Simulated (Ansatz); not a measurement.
# What LiMgF3 (model cell, started as cubic perovskite with Mg in the octahedra) distorts into, part 2 of 3

Which phase does LiMgF3 (model cell, started as cubic perovskite with Mg in the octahedra) fall into along its unstable mode, and how much energy does it gain?

Ansatz 0.2.0; DFT PBEsol, scalar-relativistic, plane waves, PAW; PAW set soft_1.

So far, highest frequency on the path or at a solved wavevector (cm⁻¹): step 2 (response at finite wavevector) 663. Also lowest frequency on the path (cm⁻¹): step 2 -228.

The structure was built from a prototype and need not be the compound's stable phase.

### 5. Energy along the mode, all amplitudes (two of the runs are shown above)

An imaginary frequency means negative curvature, so the energy should fall and then rise again as anharmonic terms take over.

This step gave:

| Property | Result |
| --- | --- |
| depth at the lowest point sampled | 48.47 meV/atom |
| largest atomic shift at that point | 0.6 Å |

Energy from the parent against largest atomic shift:

| largest atomic shift (Å) | energy from the parent (meV/atom) |
| --- | --- |
| 0.000 | 0 |
| 0.040 | -0.258 |
| 0.080 | -1.03 |
| 0.140 | -3.14 |
| 0.220 | -7.67 |
| 0.320 | -15.9 |
| 0.450 | -29.9 |
| 0.600 | -48.5 |

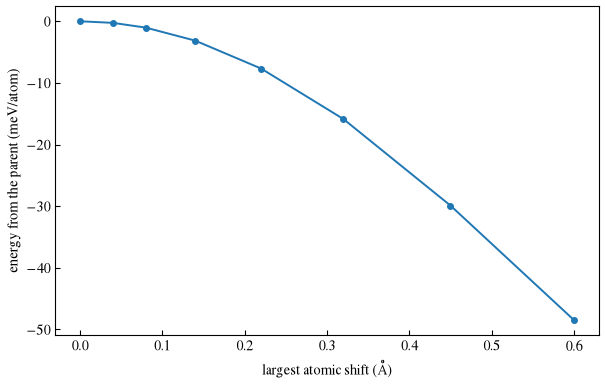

Energy from the parent, plotted against largest atomic shift.

Displacement at unit largest shift by atom:

| atom | x (Å) | y (Å) | z (Å) | size |
| --- | --- | --- | --- | --- |
| Li1 | 0.577 | -0.577 | -0.577 | 0.999 |
| Mg2 | 0.018 | -0.018 | -0.018 | 0.031 |
| F3 | -0.113 | 0.113 | 0.007 | 0.160 |
| F4 | -0.113 | 0.007 | 0.113 | 0.160 |
| F5 | -0.007 | 0.113 | 0.113 | 0.160 |

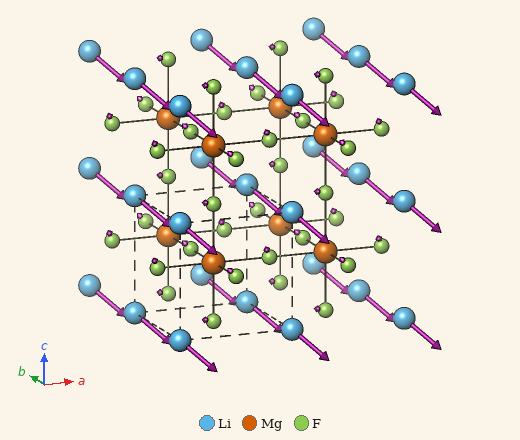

Displacement at unit largest shift as arrows, the longest 0.999 Å. 2×2×2 cells are drawn. Some periodic images of atoms are drawn too.

The lowest of the steps tried is the last one, at 0.6 Å, 48.5 meV/atom below the parent; the bottom of the well need not coincide with a step.

### 6. Relaxing from the distorted cell

Starting from the lowest point found, all atoms and the cell are let go, so that strain and other modes of the same symmetry can join in.

input.yaml reads:

```yaml
crystal:
  lattice:
    - [3.8727366541, 0.0, 0.0]
    - [0.0, 3.8727366541, 0.0]
    - [0.0, 0.0, 3.8727366541]
  atoms:
    - { symbol: Li, position: [0.0894484166, -0.0894484166, -0.0894484166] }
    - { symbol: Mg, position: [0.502722594, 0.497277406, 0.497277406] }
    - { symbol: F, position: [0.4824434872, 0.5175565128, 0.0010449952] }
    - { symbol: F, position: [0.4824434872, 0.0010449952, 0.5175565128] }
    - { symbol: F, position: [-0.0010449952, 0.5175565128, 0.5175565128] }
kpoints:
  mp_grid: { grid: [8, 8, 8] }
hamiltonian:
  xc: pbesol
  pseudopotentials: { kind: paw, azcp: { folder: soft_1 }, xc_functional: pbe }
scf:
  occupations: { method: fixed }
output:
  forces: true
  stress: true
  eigenvalues: true
  write_density: true
  write_potential: true
  elf: true
  volumetric_format: npy
relax:
  adjacent_minimum: "off"
  f_tol: 0.002
  max_steps: 120
  cell: { stress_tol: 0.03 }
```

Command:

```console
ansatz run input.yaml --threads 8 --pin off --max-ram 16384MiB --backend cpu --events-out ev --progress --plain --runs-dir out
```

Numbers of over 12 decimals in the logs are rounded to 6 here.

What it wrote:

```text
[...]
Crystal: 5 atoms, lattice volume = 58.084 Å³
Basis set: ecut = 420 eV, 1141 PW (Γ), exchange–correlation on 54×54×54 points (8 copies of the dense FFT grid, shifted against one another)
Bands: 22, of which v1, the nominal top of the filled ones, is band 17 counted from 1 (16 counted from 0)
Symmetry: 6 space group operations
[...]
k-points: 65 of 512 (time reversal used)
[...]
SCF iter   1: F=—  HF=-4525.053183 eV  |F-HF|=—  |Δ(HF+E_count)|=         —  Δρ=1.01e-1  dr2=4.24e0  ethr=3.10e-3  ⟨swp⟩=4.8  Hψ=6278  notcnv=0  defer=181
[...]
SCF iter   8: F=-4523.682317 eV  HF=-4523.682316 eV  |F-HF|=1.09e-7  |Δ(HF+E_count)|=   1.87e-6  Δρ=7.10e-6  dr2=2.59e-8  ethr=2.94e-10  ⟨swp⟩=14.9  Hψ=11845  notcnv=0
SCF 1 converged in 8 iterations: F = -4523.682317 eV  dr2 = 2.59e-8
  Residual-converged pass: ⟨swp⟩=1.0  Hψ=1691  notcnv=0  max |occ|·‖R‖ = 7.0e-9 eV (tolerance 1.0e-8 eV)  dr2=2.59e-8  dr2_onsite=1.56e-9  max |Δocc| = 0.0e0
[...]
relax step   1: F+E_penalty+E_count = -4523.68231652 eV  Δ(F+E_penalty+E_count) = +0.000e0 eV  max|allowed force component| = 2.792e-1 eV/Å  Δτ_max = 0.0000 Å  P = +0.961 GPa  Ω = 58.084 Å³  (8 SCF iters, dr2 threshold 1.00e-7 eV, accepted)
Crystal: 5 atoms, lattice volume = 58.684 Å³
Basis set: ecut = 420 eV, 1171 PW (Γ), exchange–correlation on 54×54×54 points (8 copies of the dense FFT grid, shifted against one another)
[...]
iter 1 solved again at ethr=3.55e-5 eV; its pass at ethr=3.10e-3 eV (dr2=1.21e-2 eV) is discarded
[...]
SCF iter   6: F=-4523.734667 eV  HF=-4523.734667 eV  |F-HF|=2.66e-7  |Δ(HF+E_count)|=   1.42e-6  Δρ=1.60e-5  dr2=1.31e-7  ethr=1.47e-9  ⟨swp⟩=13.5  Hψ=11649  notcnv=0
SCF 2 converged in 6 iterations: F = -4523.734667 eV  dr2 = 1.31e-7
[...]
relax step   2: F+E_penalty+E_count = -4523.73466714 eV  Δ(F+E_penalty+E_count) = -5.235e-2 eV  max|allowed force component| = 2.715e-1 eV/Å  Δτ_max = 0.0731 Å  P = +0.464 GPa  Ω = 58.684 Å³  energy of the carried Pulay correction = -1.398e-3 eV  (6 SCF iters, dr2 threshold 5.00e-7 eV, accepted)
Crystal: 5 atoms, lattice volume = 59.409 Å³
[...]
SCF iter   6: F=-4523.833938 eV  HF=-4523.833935 eV  |F-HF|=2.67e-6  |Δ(HF+E_count)|=   1.05e-5  Δρ=2.33e-5  dr2=4.06e-7  ethr=1.47e-9  ⟨swp⟩=14.6  Hψ=13527  notcnv=0
SCF 3 converged in 6 iterations: F = -4523.833938 eV  dr2 = 4.06e-7
[...]
relax step   3: F+E_penalty+E_count = -4523.83393806 eV  Δ(F+E_penalty+E_count) = -9.927e-2 eV  max|allowed force component| = 2.200e-1 eV/Å  Δτ_max = 0.1946 Å  P = +1.193 GPa  Ω = 59.409 Å³  energy of the carried Pulay correction = -3.069e-3 eV  (6 SCF iters, dr2 threshold 5.00e-7 eV, accepted)
[... from here on, the SCF cycles and remarks between the steps are left out ...]
relax step   4: F+E_penalty+E_count = -4523.83984754 eV  Δ(F+E_penalty+E_count) = -5.909e-3 eV  max|allowed force component| = 1.052e-1 eV/Å  Δτ_max = 0.0842 Å  P = -0.244 GPa  Ω = 61.332 Å³  energy of the carried Pulay correction = -7.403e-3 eV  (6 SCF iters, dr2 threshold 5.00e-7 eV, accepted)
relax step   5: F+E_penalty+E_count = -4523.84570087 eV  Δ(F+E_penalty+E_count) = -5.853e-3 eV  max|allowed force component| = 2.756e-2 eV/Å  Δτ_max = 0.0489 Å  P = -0.332 GPa  Ω = 60.909 Å³  energy of the carried Pulay correction = -6.462e-3 eV  (5 SCF iters, dr2 threshold 5.00e-7 eV, accepted)
relax step   6: F+E_penalty+E_count = -4523.84688037 eV  Δ(F+E_penalty+E_count) = -1.180e-3 eV  max|allowed force component| = 1.791e-2 eV/Å  Δτ_max = 0.0051 Å  P = +0.173 GPa  Ω = 60.593 Å³  energy of the carried Pulay correction = -5.753e-3 eV  (5 SCF iters, dr2 threshold 5.00e-7 eV, accepted)
relax step   7: F+E_penalty+E_count = -4523.84667950 eV  Δ(F+E_penalty+E_count) = +2.009e-4 eV  max|allowed force component| = 3.852e-3 eV/Å  Δτ_max = 0.0008 Å  P = -0.016 GPa  Ω = 60.745 Å³  energy of the carried Pulay correction = -6.095e-3 eV  (4 SCF iters, dr2 threshold 1.36e-7 eV, accepted)
relax step   8: F+E_penalty+E_count = -4523.84671885 eV  Δ(F+E_penalty+E_count) = -3.935e-5 eV  max|allowed force component| = 1.136e-3 eV/Å  Δτ_max = 0.0005 Å  P = +0.006 GPa  Ω = 60.731 Å³  energy of the carried Pulay correction = -6.062e-3 eV  (5 SCF iters, dr2 threshold 2.69e-9 eV, accepted)
relax step   9: F+E_penalty+E_count = -4523.85726711 eV  Δ(F+E_penalty+E_count) = -1.055e-2 eV  max|allowed force component| = 6.115e-4 eV/Å  Δτ_max = 0.0000 Å  P = +0.337 GPa  Ω = 60.731 Å³  stress off target by 6.32e-1 GPa  SCF on the basis re-selected at this cell (its energy is not comparable with the rows above)  (7 SCF iters)
relax step  10: F+E_penalty+E_count = -4523.85730390 eV  Δ(F+E_penalty+E_count) = -3.678e-5 eV  max|allowed force component| = 4.351e-3 eV/Å  Δτ_max = 0.0069 Å  P = +0.047 GPa  Ω = 61.037 Å³  energy of the carried Pulay correction = -6.805e-4 eV  (5 SCF iters, dr2 threshold 5.00e-7 eV, accepted)
relax step  11: F+E_penalty+E_count = -4523.85721757 eV  Δ(F+E_penalty+E_count) = +8.633e-5 eV  max|allowed force component| = 4.085e-3 eV/Å  Δτ_max = 0.0022 Å  P = +0.012 GPa  Ω = 61.078 Å³  energy of the carried Pulay correction = -7.746e-4 eV  (5 SCF iters, dr2 threshold 6.57e-9 eV, accepted)
relax step  12: F+E_penalty+E_count = -4523.85719114 eV  Δ(F+E_penalty+E_count) = +2.643e-5 eV  max|allowed force component| = 1.153e-4 eV/Å  Δτ_max = 0.0010 Å  P = -0.001 GPa  Ω = 61.094 Å³  energy of the carried Pulay correction = -8.125e-4 eV  (6 SCF iters, dr2 threshold 1.04e-9 eV, accepted)
relax step  13: F+E_penalty+E_count = -4523.85801029 eV  Δ(F+E_penalty+E_count) = -8.192e-4 eV  max|allowed force component| = 9.566e-5 eV/Å  Δτ_max = 0.0000 Å  P = +0.008 GPa  Ω = 61.094 Å³  stress off target by 3.21e-2 GPa  SCF on the basis re-selected at this cell (its energy is not comparable with the rows above)  (6 SCF iters)
relax step  14: F+E_penalty+E_count = -4523.85798957 eV  Δ(F+E_penalty+E_count) = +2.072e-5 eV  max|allowed force component| = 2.842e-5 eV/Å  Δτ_max = 0.0005 Å  P = -0.000 GPa  Ω = 61.105 Å³  energy of the carried Pulay correction = -2.333e-5 eV  (5 SCF iters, dr2 threshold 2.57e-9 eV, accepted)
[...]
SCF iter   7: F=-4523.858004 eV  HF=-4523.858004 eV  |F-HF|=1.82e-12  |Δ(HF+E_count)|=  9.09e-12  Δρ=1.60e-7  dr2=4.43e-12  ethr=1.00e-12  ⟨swp⟩=10.8  Hψ=8080  notcnv=0
SCF 15 converged in 7 iterations: F = -4523.858004 eV  dr2 = 4.43e-12
relax step  15: F+E_penalty+E_count = -4523.85800401 eV  Δ(F+E_penalty+E_count) = -1.444e-5 eV  max|allowed force component| = 4.140e-5 eV/Å  Δτ_max = 0.0000 Å  P = +0.000 GPa  Ω = 61.105 Å³  stress off target by 2.72e-3 GPa  SCF on the basis re-selected at this cell (its energy is not comparable with the rows above)  (7 SCF iters)
[...]
SCF converged after 7 iterations
Free energy (F): -4523.858004 eV
[...]
Internal energy: -4523.858004 eV  (E = F + TS)
E sigma→0 (E₀):  -4523.858004 eV
Fermi energy:    0.261926 eV
[...]
--- Forces (eV/Å), atoms counted from 1 ---
  atom   1  Li     0.00003891    -0.00003891    -0.00003891
  atom   2  Mg    -0.00003302     0.00003302     0.00003302
  atom   3  F     -0.00000384     0.00000384     0.00001065
  atom   4  F     -0.00000384     0.00001065     0.00000384
  atom   5  F     -0.00001065     0.00000384     0.00000384
  max |Σ_I F_I| component: 1.25e-5 eV/Å
--- Stress (GPa, compression-positive) ---
        0.000080      -0.001320      -0.001320
       -0.001320       0.000080       0.001320
       -0.001320       0.001320       0.000080
  P = ⅓ Tr σ = 0.0001 GPa (0.001 kbar)
--- Band table (eV; the first three rows and the last of 65) ---
  k-point 0: bands = [... 13 lower, -0.4768, -0.2614, -0.2455, -0.2455, 6.4598, 12.5171, 13.0589, 13.0589, ... 1 higher]
  k-point 1: bands = [... 13 lower, -0.5569, -0.3308, -0.3120, -0.2513, 6.6789, 12.3273, 12.9886, 13.1842, ... 1 higher]
  k-point 2: bands = [... 13 lower, -0.8388, -0.4445, -0.4284, -0.2586, 7.2692, 11.4535, 13.4099, 13.4702, ... 1 higher]
  k-point 64: bands = [... 13 lower, -0.9794, 0.0126, 0.0126, 0.2619, 9.7731, 12.7215, 12.7215, 12.9261, ... 1 higher]
--- Relaxed structure (12 steps of the walk, 12 accepted, 3 SCFs on fresh bases) ---
  F+E_penalty+E_count = -4523.85800401 eV   max|allowed force component| = 4.140e-5 eV/Å   (the final SCF, on the basis selected at the relaxed cell)
  cell:  # Å, volume = 61.1051 Å³
    - [3.939834, -0.065490, -0.065490]
    - [-0.065490, 3.939834, 0.065490]
    - [-0.065490, 0.065490, 3.939834]
  atoms:
    - { symbol: Li, position: [0.136889, -0.136889, -0.136889] }
    - { symbol: Mg, position: [0.500407, 0.499593, 0.499593] }
    - { symbol: F, position: [0.463521, 0.536479, 0.00832444] }
    - { symbol: F, position: [0.463521, 0.00832444, 0.536479] }
    - { symbol: F, position: [-0.00832444, 0.536479, 0.536479] }
```

The job ended after 11 s (8 threads of INTEL XEON PLATINUM 8581C at 2.30GHz (Emerald Rapids), shared host; peak memory 0.55 GiB).

Step by step:

| step | energy less that of the first step (eV) | largest force component (eV/Å) | pressure (GPa) | volume (Å³) |
| --- | --- | --- | --- | --- |
| 1 | 0.0000 | 0.2792 | 0.96 | 58.08 |
| 2 | -0.0523 | 0.2715 | 0.46 | 58.68 |
| 3 | -0.1516 | 0.2200 | 1.19 | 59.41 |
| 4 | -0.1575 | 0.1052 | -0.24 | 61.33 |
| 5 | -0.1634 | 0.0276 | -0.33 | 60.91 |
| 6 | -0.1646 | 0.0179 | 0.17 | 60.59 |
| 7 | -0.1644 | 0.0039 | -0.02 | 60.75 |
| 8 | -0.1644 | 0.0011 | 0.01 | 60.73 |
| 9* | -0.1750 | 0.0006 | 0.34 | 60.73 |
| 10 | -0.1750 | 0.0044 | 0.05 | 61.04 |
| 11 | -0.1749 | 0.0041 | 0.01 | 61.08 |
| 12 | -0.1749 | 0.0001 | 0.00 | 61.09 |
| 13* | -0.1757 | 0.0001 | 0.01 | 61.09 |
| 14 | -0.1757 | 0.0000 | 0.00 | 61.11 |
| 15* | -0.1757 | 0.0000 | 0.00 | 61.11 |

Relaxation steps marked * repeat the geometry before them on a plane-wave basis chosen anew for their cell, so energy and pressure can jump there.

The run keeps the 6 symmetry operations that it works with, so distortions that break them were not tested.

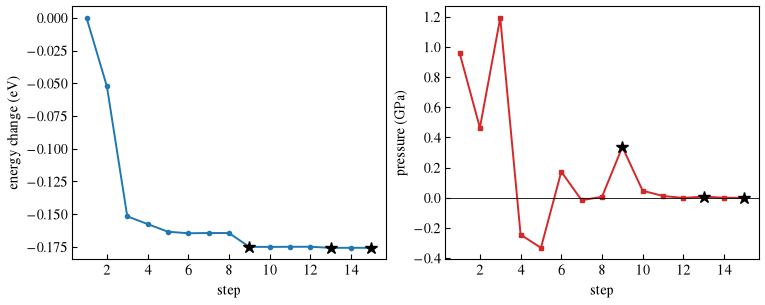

Energy and pressure along the relaxation. Stars mark steps on a basis chosen anew.

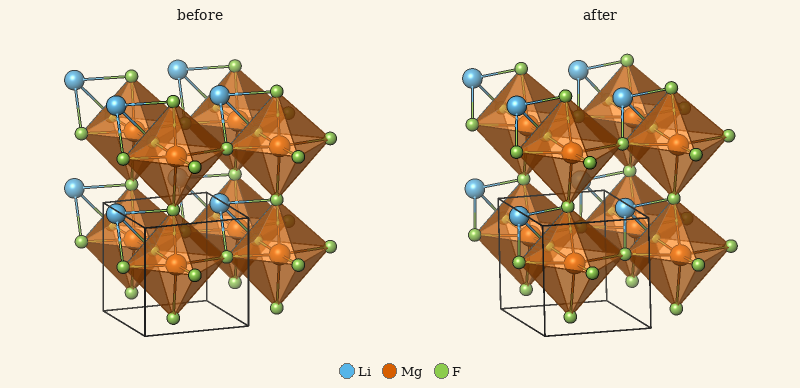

The structure before and after the relaxation, drawn at the same scale.

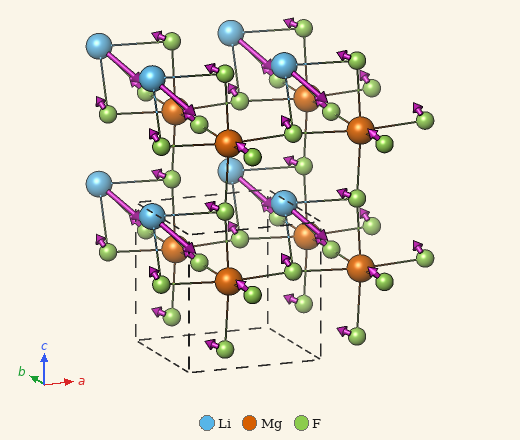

Displacements in the relaxation, exaggerated, measured against the changing cell; the longest in the cell stands for 0.33 Å. 2×2×2 cells are drawn. Some periodic images of atoms are drawn too.

| conventional cell, symmetrised | before | after | change |
| --- | --- | --- | --- |
| a (Å) | 5.477 | 5.479 | +0.0 % |
| b (Å) | 5.477 | 5.479 | +0.0 % |
| c (Å) | 6.708 | 7.051 | +5.1 % |
| volume (Å³/atom) | 11.62 | 12.22 | +5.2 % |

The atoms that moved most (Å, as changes of fractional coordinates times the final cell):

| atom | dx | dy | dz | length |
| --- | --- | --- | --- | --- |
| Li1 | 0.193 | -0.193 | -0.193 | 0.334 |
| F4 | -0.076 | 0.031 | 0.076 | 0.112 |
| F5 | -0.031 | 0.076 | 0.076 | 0.112 |
| F3 | -0.076 | 0.076 | 0.031 | 0.112 |
| Mg2 | -0.009 | 0.009 | 0.009 | 0.016 |

The relaxed structure:

```cif
data_structure
_symmetry_space_group_name_H-M 'P 1'
_symmetry_Int_Tables_number 1
_cell_length_a 3.9409
_cell_length_b 3.9409
_cell_length_c 3.9409
_cell_angle_alpha 88.080
_cell_angle_beta 91.920
_cell_angle_gamma 91.920
_cell_volume 61.11
loop_
_atom_site_label
_atom_site_type_symbol
_atom_site_fract_x
_atom_site_fract_y
_atom_site_fract_z
_atom_site_occupancy
Li1 Li 0.13689 0.86311 0.86311 1
Mg2 Mg 0.50041 0.49959 0.49959 1
F3 F 0.46352 0.53648 0.00832 1
F4 F 0.46352 0.00832 0.53648 1
F5 F 0.99168 0.53648 0.53648 1
```

This step gave:

```
pressure          : 7.98e-5 GPa
gap on the k-mesh : 6.198 eV
volume per atom   : 12.22 Å³
```

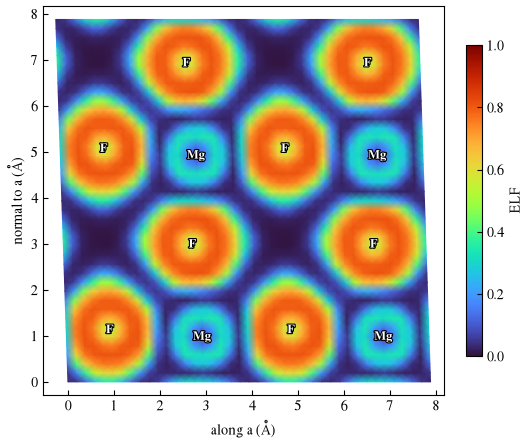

ELF in the ac plane at fractional y = 0.500, with atoms of Mg and F within 0.2 Å of it. It is the smooth field of the valence electrons, not physical close to the nuclei. The map starts off the cell's origin, so that atoms lie inside it.

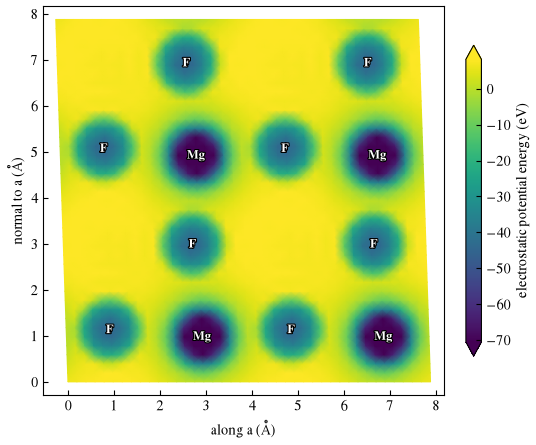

Electrostatic potential energy in the ac plane at fractional y = 0.500, with atoms of Mg and F within 0.2 Å of it. With pseudopotentials it is smooth inside the atoms' cores, unlike the true potential. The map starts off the cell's origin, so that atoms lie inside it.

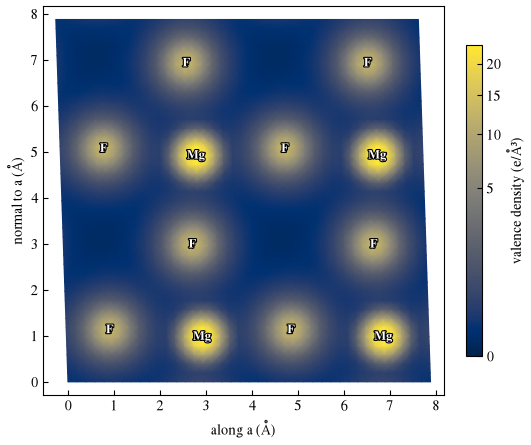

Valence density in the ac plane at fractional y = 0.500, with atoms of Mg and F within 0.2 Å of it. It is the smooth field of the valence electrons, not physical close to the nuclei. The map starts off the cell's origin, so that atoms lie inside it. The colour scale is stretched toward low values.

The distorted start has space group R3m; the relaxation ends in R3m.

### 7. The new phase in its own primitive cell

The relaxed structure is symmetrised, reduced to its primitive cell and relaxed tightly, as its phonons need.

input.yaml reads:

```yaml
crystal:
  lattice:
    - [2.7395749918, 1.581694359, 2.3502848342]
    - [-2.7395749918, 1.581694359, 2.3502848342]
    - [0.0, -3.163388718, 2.3502848342]
  atoms:
    - { symbol: Li, position: [0.1368885733, 0.1368885733, 0.1368885733] }
    - { symbol: Mg, position: [0.5004068269, 0.5004068269, 0.5004068269] }
    - { symbol: F, position: [0.4635210134, 0.9916755627, 0.4635210134] }
    - { symbol: F, position: [0.9916755627, 0.4635210134, 0.4635210134] }
    - { symbol: F, position: [0.4635210134, 0.4635210134, 0.9916755627] }
kpoints:
  mp_grid: { grid: [6, 6, 6] }
hamiltonian:
  xc: pbesol
  pseudopotentials: { kind: paw, azcp: { folder: soft_1 }, xc_functional: pbe }
scf:
  occupations: { method: fixed }
output:
  forces: true
  stress: true
  eigenvalues: true
relax:
  adjacent_minimum: "off"
  f_tol: 0.001
  max_steps: 60
  cell: { stress_tol: 0.01 }
```

What it wrote:

```text
[...]
Crystal: 5 atoms, lattice volume = 61.105 Å³
Basis set: ecut = 420 eV, 1201 PW (Γ), exchange–correlation on 54×54×54 points (8 copies of the dense FFT grid, shifted against one another)
Bands: 22, of which v1, the nominal top of the filled ones, is band 17 counted from 1 (16 counted from 0)
Symmetry: 6 space group operations
[...]
k-points: 32 of 216 (time reversal used)
[...]
cell:  # Å, volume = 61.1051 Å³
    - [2.739575, 1.581694, 2.3502848342]
    - [-2.739575, 1.581694, 2.3502848342]
    - [0.0, -3.163389, 2.3502848342]
  atoms:
    - { symbol: Li, position: [0.1368885733, 0.1368885733, 0.1368885733] }
    - { symbol: Mg, position: [0.5004068269, 0.5004068269, 0.5004068269] }
    - { symbol: F, position: [0.463521, 0.991676, 0.463521] }
    - { symbol: F, position: [0.991676, 0.463521, 0.463521] }
    - { symbol: F, position: [0.463521, 0.463521, 0.9916755627] }
[key lines of the parts left out:]
SCF converged after 8 iterations
Free energy (F): -4523.857988 eV
Fermi energy:    0.261934 eV
P = ⅓ Tr σ = -0.0003 GPa (-0.003 kbar)
```

Run time: 1 s. Hardware: 8 threads; peak memory 0.47 GiB.

Little changed from the start: no atom moved by 0.005 Å and no cell edge by 0.1 %.

This step gave:

```
pressure           : -2.65e-4 GPa
direct gap on mesh : 6.705 eV
```

The largest force component left is 0.079 meV/Å and the pressure is 0.000 GPa, within the tolerances set. The cell now holds 12.22 Å³/atom.

(Continued in part 3 of 3.)

[Logs are printed without paths, hosts, clocks, repeated set-up lines and the standing remarks that a program may print on its own settings, such as how far it seeks lower states.]

[Hosts, paths, dates, database ids (printed as entryN), source tags and the programs' standing remarks are cut or masked in the printed files.]
